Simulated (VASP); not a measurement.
Band structure of NiI2 (space group Fm-3m). Computed with PBE GGA, VASP's PBE PAW potentials (set 64) (plane waves; VASP 6.6.1).

Unless said otherwise, spin-orbit coupling is left out, though it shifts the bands of the heavy elements here.

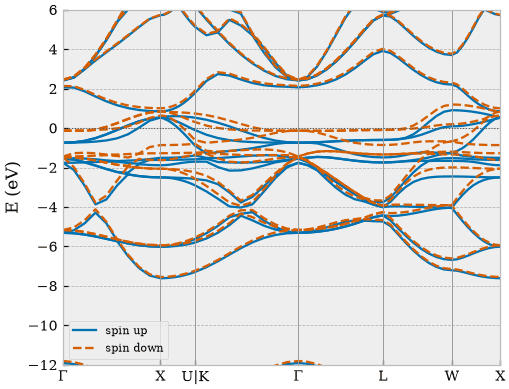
*Bands along high-symmetry lines, zero at the valence-band maximum or, without a gap, the Fermi level*

Read the plot: is there a gap, and where are the band edges?

It has no gap at this level: it comes out as a metal or semimetal.

The structure was generated: NiI2 was put into an ordered model structure, which need not be its known phase. The cell was not relaxed at this level. The k-mesh is coarse (spacing up to 0.33 per Å, 2π included), so the numbers may not be converged in it.
